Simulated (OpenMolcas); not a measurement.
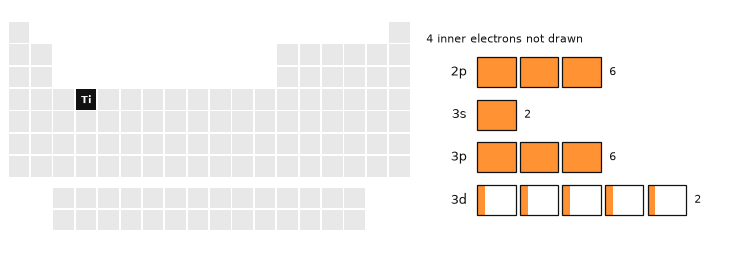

Figure 1. Left, the place of titanium in the periodic table; right, the outer shells of the leading configuration of the lowest level: a box for each of the 2l + 1 orbitals, shaded by the share of the shell that is filled, with the electron count at the right.

## Multiconfigurational calculation for Ti²⁺ complex

System: Ti²⁺ with 6 ligands (Cl; octahedron, 2.69 Å), embedded in NaCl by model potentials and point charges, whose field is part of the energies.
Method: state-averaged CASSCF, active space 2 electrons in the shell 3d, basis ANO-RCC-VTZP on the metal and ANO-RCC-VDZP on the ligands, DKH2 scalar Hamiltonian, spin-orbit coupling by RASSI with atomic mean-field integrals (OpenMolcas).

Input:
```
&GATEWAY
Basis set
Ti.ANO-RCC-VTZP.
Ti1 0.0 0.0 0.0 Angstrom
End of basis
Basis set
Cl.ANO-RCC-VDZP.
L1 2.690000 0.000000 0.000000 Angstrom
L2 0.000000 2.690000 0.000000 Angstrom
L3 0.000000 0.000000 2.690000 Angstrom
End of basis
Basis set
Na.EMB-AIMP.Barandiaran.6s3p.1s1p.ECP.NaCl.
PseudoCharge
* 3 symmetry-unique lattice sites within 7.6 angstrom
End of basis
Basis set
Na.EMB-AIMP.Barandiaran.0s.0s.ECP.NaCl.
PseudoCharge
* 18 symmetry-unique lattice sites within 7.6 angstrom
End of basis
Basis set
Cl.EMB-AIMP.Barandiaran.0s.0s.ECP.NaCl.
PseudoCharge
* 16 symmetry-unique lattice sites within 7.6 angstrom
End of basis
Symmetry
XYZ
AngMom=0.0 0.0 0.0
AMFI
RICD
XField
1058 Angstrom 0
* Evjen-weighted lattice charges
&SEWARD
&RASSCF
FileOrb=start.orb
Symmetry=1
Spin=3
nActEl=2 0 0
Inactive=30 33
Ras2=5 0
CIRoot=10 10 1
SDav=10
CIMx=300
Iter=150 100
PrWF=0.3
OrbListing=Nothing
MaxOrb=0
LevShft=1.0
>>> COPY $Project.JobIph JOB001
&RASSCF
FileOrb=start.orb
Symmetry=1
Spin=1
nActEl=2 0 0
Inactive=30 33
Ras2=5 0
CIRoot=15 15 1
SDav=15
CIMx=300
Iter=150 100
PrWF=0.3
OrbListing=Nothing
MaxOrb=0
LevShft=1.0
>>> COPY $Project.JobIph JOB002
&RASSI
NrOfJobIphs=2 10 15
1 2 3 4 5 6 7 8 9 10
1 2 3 4 5 6 7 8 9 10 11 12 13 14 15
IphNames
JOB001
JOB002
EJob
SpinOrbit
DIPRint=1.0
SOCoupling=1000.0
Subsets=2
Property=9
'ANGMOM' 1 'ANGMOM' 2 'ANGMOM' 3 'MLTPL  1' 1 'MLTPL  1' 2 'MLTPL  1' 3
'AMFI' 1 'AMFI' 2 'AMFI' 3
SOProperty=3
'ANGMOM' 1 'ANGMOM' 2 'ANGMOM' 3
```

The file start.orb holds starting orbitals from an earlier step. A driver script formed the levels outside the program, from RASSI's spin-orbit matrix and the active-space energies, averaged over the components of each term or state.

Run as:
```bash
OMP_NUM_THREADS=1 MOLCAS_MEM=2457 MOLCAS_PROJECT=a pymolcas a.inp > a.log  # once for each step of the input, in one work folder
```

Output (extracts):
```
--- SEWARD ---
Basis set label: TI.ANO-RCC...6S5P3D2F1G.

      Electronic valence basis set:
      ------------------
      Associated Effective Charge  22.000000 au
      Associated Actual Charge     22.000000 au
      Nuclear Model: Point charge

      Shell  nPrim  nBasis  Cartesian Spherical Contaminant
         s      21       6        X
         p      15       5        X
         d      10       3                 X
         f       6       2                 X
         g       4       1                 X
                  Relativistic Douglas-Kroll-Hess integrals:
                    - DKH order of Hamiltonian: 2
                    - DKH order of Properties : 0
                  Atomic mean-field integrals
--- RASSCF ---
Wave function specifications:
      -----------------------------

      Number of closed shell electrons         126
      Number of electrons in active shells       2
      Max number of holes in RAS1 space          0
      Max nr of electrons in RAS3 space          0
      Number of inactive orbitals               63
      Number of active orbitals                  5
      Number of secondary orbitals             123
      Spin quantum number                      1.0
      State symmetry                             1
Orbital specifications:
      -----------------------

      Symmetry species                           1   2
                                                ag  au
      Frozen orbitals                            0   0
      Inactive orbitals                         30  33
      Active orbitals                            5   0
      RAS1 orbitals                              0   0
      RAS2 orbitals                              5   0
      RAS3 orbitals                              0   0
      Secondary orbitals                        61  62
      Deleted orbitals                           0   0
      Number of basis functions                 96  95
      Number of CSFs                            10
      Number of root(s) required                10
      Iter CI   SX   CI       RASSCF       Energy    max ROT     max BLB   max BLB  Level Ln srch  Step   QN
          iter iter root      energy       change     param      element    value   shift minimum  type update
 Nr of preliminary CI iterations:   1
      Total energies have been shifted. Add                -3000.00 au
        1   1   13    0  -620.50000411    0.00E+00  -5.26E-02   30  85 1  1.50E-01*  0.79   0.00    SX    NO
        2   1   12    0  -620.73301376   -2.33E-01* -2.70E-02   11  34 2  6.84E-02*  0.86   0.00    SX    NO
        3   1   11    0  -620.77147949   -3.85E-02* -1.53E-02   11  34 2  3.53E-02*  0.88   0.00    SX    NO
        4   1   11    0  -620.78081584   -9.34E-03* -9.11E-03   30  33 1  2.13E-02*  0.89   0.00    SX    NO
        5   1   11    0  -620.78388994   -3.07E-03* -1.26E-02   30  33 1  1.33E-02*  0.90   2.50    LS   YES
        6   1   10    0  -620.78561787   -1.73E-03*  4.06E-03   15  36 2  2.86E-03*  0.90   1.08    QN   YES
        7   1   10    0  -620.78581456   -1.97E-04*  3.43E-03   13  35 2  1.69E-03*  0.90   1.86    LS   YES
        8   1    9    0  -620.78586793   -5.34E-05* -7.68E-04    5  45 2 -1.33E-03*  0.90   1.02    QN   YES
        9   1    9    0  -620.78589028   -2.24E-05* -4.51E-04    4  34 2  4.63E-04*  0.90   1.59    LS   YES
       10   1    9    0  -620.78589382   -3.55E-06* -2.41E-04    6  46 2  5.48E-04*  0.90   1.00    QN   YES
       11   1    8    0  -620.78589693   -3.11E-06*  1.68E-04   33  36 2  1.94E-04*  0.90   1.70    LS   YES
       12   1    8    0  -620.78589756   -6.26E-07* -9.47E-05    5  55 2  1.72E-04*  0.90   1.00    QN   YES
       13   1    7    0  -620.78589797   -4.12E-07* -1.10E-04   10  31 1  9.73E-05   0.90   2.16    LS   YES
       14   1    7    0  -620.78589810   -1.32E-07*  1.85E-05    1  44 2 -1.62E-04*  0.90   0.87    QN   YES
       15   1    6    0  -620.78589814   -4.14E-08* -2.55E-05   30  82 1  2.36E-05   0.90   1.18    QN   YES
       16   1    5    0  -620.78589814    4.67E-09  -4.49E-06    1  44 2  1.53E-05   0.90   0.19    QN   YES
      Convergence after 16 iterations
       17   1    5    0  -620.78589814    2.78E-10  -4.49E-06    1  44 2  7.30E-06   0.90   0.19    QN   YES
      Natural orbitals and occupation numbers for root  1
      sym 1:   0.091155   0.908845  -0.000000   0.908845   0.091155
      Natural orbitals and occupation numbers for root  2
      sym 1:   0.909098   0.909098   0.090902   0.090902   0.000000
      Natural orbitals and occupation numbers for root  3
      sym 1:   0.908311   0.091689   0.091689   0.908311   0.000000
::    RASSCF root number  1 Total energy:  -3620.82271979
::    RASSCF root number  2 Total energy:  -3620.82271979
::    RASSCF root number  3 Total energy:  -3620.82271979
::    RASSCF root number  4 Total energy:  -3620.79721792
::    RASSCF root number  5 Total energy:  -3620.79721792
::    RASSCF root number  6 Total energy:  -3620.79721792
::    RASSCF root number  7 Total energy:  -3620.76718782
::    RASSCF root number  8 Total energy:  -3620.74399347
::    RASSCF root number  9 Total energy:  -3620.74399347
::    RASSCF root number 10 Total energy:  -3620.74399347
--- RASSCF ---
Wave function specifications:
      -----------------------------

      Number of closed shell electrons         126
      Number of electrons in active shells       2
      Max number of holes in RAS1 space          0
      Max nr of electrons in RAS3 space          0
      Number of inactive orbitals               63
      Number of active orbitals                  5
      Number of secondary orbitals             123
      Spin quantum number                      0.0
      State symmetry                             1
Orbital specifications:
      -----------------------

      Symmetry species                           1   2
                                                ag  au
      Frozen orbitals                            0   0
      Inactive orbitals                         30  33
      Active orbitals                            5   0
      RAS1 orbitals                              0   0
      RAS2 orbitals                              5   0
      RAS3 orbitals                              0   0
      Secondary orbitals                        61  62
      Deleted orbitals                           0   0
      Number of basis functions                 96  95
      Number of CSFs                            15
      Number of root(s) required                15
      Iter CI   SX   CI       RASSCF       Energy    max ROT     max BLB   max BLB  Level Ln srch  Step   QN
          iter iter root      energy       change     param      element    value   shift minimum  type update
 Nr of preliminary CI iterations:   1
      Total energies have been shifted. Add                -3000.00 au
        1   1   10    0  -620.73052174    0.00E+00  -1.02E-02   33  39 1 -6.92E-03*  0.89   0.00    SX    NO
        2   1   10    0  -620.73119015   -6.68E-04*  5.07E-03   19  46 2 -5.21E-03*  0.88   0.00    SX    NO
        3   1   10    0  -620.73140177   -2.12E-04*  3.15E-03   26  33 1  2.61E-03*  0.88   0.00    SX    NO
        4   1    9    0  -620.73148149   -7.97E-05*  1.94E-03   26  33 1  1.90E-03*  0.88   0.00    SX    NO
        5   1    9    0  -620.73151312   -3.16E-05*  2.86E-03   26  33 1  1.35E-03*  0.88   2.50    LS   YES
        6   1    8    0  -620.73153420   -2.11E-05*  5.30E-04   26  33 1  5.37E-04*  0.88   1.19    QN   YES
        7   1    7    0  -620.73153540   -1.20E-06* -2.02E-04   26  33 1  2.26E-04*  0.88   1.34    QN   YES
        8   1    7    0  -620.73153568   -2.82E-07* -9.23E-05   26  33 1  6.07E-05   0.88   1.46    LS   YES
        9   1    6    0  -620.73153569   -1.39E-08* -8.93E-05   24  32 1  3.82E-05   0.88   0.63    QN   YES
       10   1    6    0  -620.73153573   -3.47E-08* -4.08E-05   24  32 1  2.28E-05   0.88   1.64    QN   YES
       11   1    5    0  -620.73153574   -6.61E-09  -6.12E-05   24  32 1  1.01E-05   0.88   2.50    LS   YES
      Convergence after 11 iterations
       12   1    5    0  -620.73153573    9.29E-09  -6.12E-05   19  36 2  2.75E-05   0.88   2.50    LS   YES
      Natural orbitals and occupation numbers for root  1
      sym 1:   0.862189   0.873373   0.134689   0.000001   0.129748
      Natural orbitals and occupation numbers for root  2
      sym 1:   0.865866   0.133079   0.000000   0.869645   0.131410
      Natural orbitals and occupation numbers for root  3
      sym 1:   0.136104   0.863705   0.000000   0.135795   0.864396
::    RASSCF root number  1 Total energy:  -3620.77067978
::    RASSCF root number  2 Total energy:  -3620.77067978
::    RASSCF root number  3 Total energy:  -3620.77067978
::    RASSCF root number  4 Total energy:  -3620.76848807
::    RASSCF root number  5 Total energy:  -3620.76848807
::    RASSCF root number  6 Total energy:  -3620.73375545
::    RASSCF root number  7 Total energy:  -3620.73375545
::    RASSCF root number  8 Total energy:  -3620.73375545
::    RASSCF root number  9 Total energy:  -3620.72691795
::    RASSCF root number 10 Total energy:  -3620.72410768
::    RASSCF root number 11 Total energy:  -3620.72410768
::    RASSCF root number 12 Total energy:  -3620.72410768
::    RASSCF root number 13 Total energy:  -3620.70441637
::    RASSCF root number 14 Total energy:  -3620.70441637
::    RASSCF root number 15 Total energy:  -3620.61468036
--- RASSI ---
SPIN-FREE ENERGIES:
  (Shifted by EMIN (a.u.) =      -3620.8227197930)

 SF State       Relative EMIN(au)   Rel lowest level(eV)    D:o, cm**(-1)

     1             0.0000000000        0.0000000000              0.0000
     2             0.0000000000        0.0000000000              0.0000
     3             0.0000000000        0.0000000000              0.0000
     4             0.0255018724        0.6939412990           5597.0140
     5             0.0255018724        0.6939412990           5597.0140
     6             0.0255018724        0.6939412990           5597.0140
    11             0.0520400167        1.4160809945          11421.4635
    12             0.0520400167        1.4160809945          11421.4635
    13             0.0520400167        1.4160809945          11421.4635
    14             0.0542317269        1.4757204688          11902.4883
    15             0.0542317269        1.4757204688          11902.4883
     7             0.0555319733        1.5111019750          12187.8594
     9             0.0787263271        2.1422524955          17278.4316
    10             0.0787263271        2.1422524955          17278.4316
     8             0.0787263271        2.1422524955          17278.4316
    16             0.0889643463        2.4208431904          19525.4171
    17             0.0889643463        2.4208431904          19525.4171
    18             0.0889643469        2.4208432046          19525.4172
    19             0.0958018416        2.6069009157          21026.0739
    20             0.0986121112        2.6833722461          21642.8568
    21             0.0986121112        2.6833722461          21642.8568
    22             0.0986121122        2.6833722735          21642.8570
    23             0.1183034213        3.2192000904          25964.5998
    24             0.1183034222        3.2192001147          25964.6000
    25             0.2080394364        5.6610414570          45659.3786
     Dipole printing threshold changed to   1.00000000E+00
Eigenvalues of complex Hamiltonian:
   -----------------------------------
  (Shifted by EMIN (a.u.) =      -3620.8227197930)

 SO State       Relative EMIN(au)   Rel lowest level(eV)    D:o, cm**(-1)

     1            -0.0004218682        0.0000000000              0.0000
     2            -0.0004218682        0.0000000000              0.0000
     3            -0.0004013659        0.0005578958              4.4997
     4            -0.0004013659        0.0005578958              4.4997
     5            -0.0004013659        0.0005578958              4.4997
     6             0.0003756657        0.0217020032            175.0385
     7             0.0003756657        0.0217020033            175.0385
     8             0.0003756657        0.0217020033            175.0385
     9             0.0007698316        0.0324278054            261.5479
    10             0.0252236964        0.6978513632           5628.5508
    11             0.0253401540        0.7010203373           5654.1103
    12             0.0253401540        0.7010203373           5654.1103
    13             0.0253401540        0.7010203373           5654.1103
    14             0.0256488042        0.7094191362           5721.8512
    15             0.0256488042        0.7094191362           5721.8512
    16             0.0256488042        0.7094191362           5721.8512
    17             0.0256642291        0.7098388689           5725.2366
    18             0.0256642291        0.7098388690           5725.2366
    19             0.0520367985        1.4274730427          11513.3465
    20             0.0520367985        1.4274730427          11513.3465
    21             0.0520367985        1.4274730427          11513.3465
    22             0.0542216903        1.4869269758          11992.8749
    23             0.0542216903        1.4869269758          11992.8749
    24             0.0555507668        1.5230929913          12284.5734
    25             0.0555507668        1.5230929913          12284.5734
    26             0.0555507668        1.5230929913          12284.5734
    27             0.0782152755        2.1398256909          17258.8581
    28             0.0784784731        2.1469876623          17316.6233
    29             0.0784784731        2.1469876623          17316.6233
    30             0.0784784731        2.1469876623          17316.6233
    31             0.0789788139        2.1606026297          17426.4354
    32             0.0789788139        2.1606026297          17426.4354
    33             0.0789788139        2.1606026297          17426.4354
    34             0.0789867383        2.1608182645          17428.1747
    35             0.0789867383        2.1608182645          17428.1747
    36             0.0889811925        2.4327812176          19621.7038
    37             0.0889811925        2.4327812176          19621.7038
    38             0.0889811930        2.4327812318          19621.7039
    39             0.0958105033        2.6186162302          21120.5643
    40             0.0986155438        2.6949452705          21736.1995
    41             0.0986155438        2.6949452705          21736.1995
Weights of the five most important spin-orbit-free states for each spin-orbit state.

 SO State  Total energy (au)           Spin-free states, spin, and weights
 -------------------------------------------------------------------------------------------------------
    1        -0.000422       3 1.0  0.6647    2 1.0  0.1787    1 1.0  0.1554    6 1.0  0.0006    5 1.0  0.0005
    2        -0.000422       1 1.0  0.5105    2 1.0  0.4871    3 1.0  0.0012    4 1.0  0.0007    5 1.0  0.0002
    3        -0.000401       1 1.0  0.4994    3 1.0  0.4267    2 1.0  0.0734    6 1.0  0.0002    4 1.0  0.0002
    4        -0.000401       2 1.0  0.4987    3 1.0  0.4962    1 1.0  0.0047    5 1.0  0.0002    4 1.0  0.0002
    5        -0.000401       1 1.0  0.4954    2 1.0  0.4275    3 1.0  0.0766    6 1.0  0.0002    5 1.0  0.0002
    6         0.000376       3 1.0  0.4920    2 1.0  0.4877    1 1.0  0.0200    4 1.0  0.0002    5 1.0  0.0002
    7         0.000376       3 1.0  0.4990    1 1.0  0.4882    2 1.0  0.0124    4 1.0  0.0002    6 1.0  0.0002
    8         0.000376       2 1.0  0.4996    1 1.0  0.4914    3 1.0  0.0087    5 1.0  0.0002    6 1.0  0.0002
    9         0.000770       1 1.0  0.3333    2 1.0  0.3333    3 1.0  0.3333   19 0.0  0.0000   10 1.0  0.0000
   10         0.025224       4 1.0  0.3333    5 1.0  0.3333    6 1.0  0.3333   24 0.0  0.0000   14 0.0  0.0000
   11         0.025340       6 1.0  0.4992    5 1.0  0.4956    4 1.0  0.0036    7 1.0  0.0006   12 0.0  0.0005
   12         0.025340       6 1.0  0.4992    4 1.0  0.4956    5 1.0  0.0036    7 1.0  0.0006   13 0.0  0.0005
```

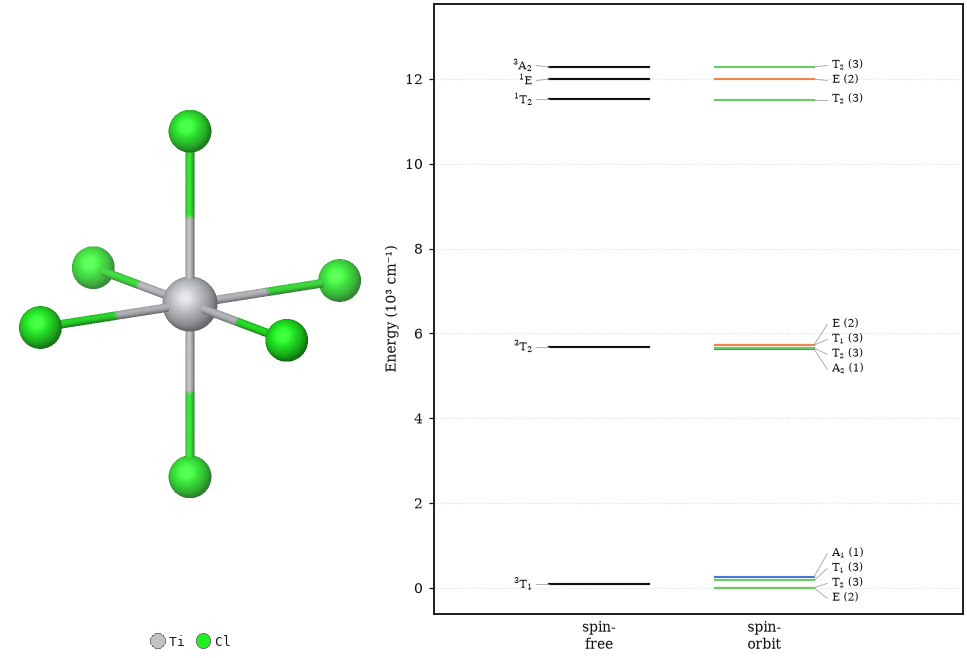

Figure 2. Ti²⁺ (3d²) as a dopant in NaCl, a cluster with its 6 nearest Cl⁻ at 2.690 Å (octahedron) embedded in model potentials and point charges; the geometry was set, not optimised, and its levels. Labels give the representation in O, Td, D4 or D3 as the site allows (double group for half-integer spin) where it could be assigned and, in brackets, the degeneracy; spin-free states, where drawn, share the zero of the spin-orbit levels. The ground level is E, doubly degenerate, 100 % from states of spin multiplicity 3. Its principal g values are all close to zero. The next level lies at 4.5 cm⁻¹ (T₂). The lowest spin-free state is ³T₁, from the free-ion F term; of the same spin there follow at 5,600 cm⁻¹ (³T₂) and 12,200 cm⁻¹ (³A₂) above it. The active orbitals hold 93 to 97 % metal character (Löwdin), and the Mulliken charge of the metal is +1.05.

Summary:

- outcome: converged
- energy of the lowest spin-free term: −3620.82272 hartree
- energy of the lowest spin-orbit level: −3620.82314 hartree
- largest spread among components of a term: 0.0 cm⁻¹
- hardware: 1 thread of Arm Neoverse V2, 24 GiB of memory available, shared host
- wall time: 36 s
- peak memory: 0.2 GiB

Remarks:

Without dynamic correlation the splittings between terms come out too large, often by 20 to 50 %. Limits: the geometry is set by hand, with no relaxation.
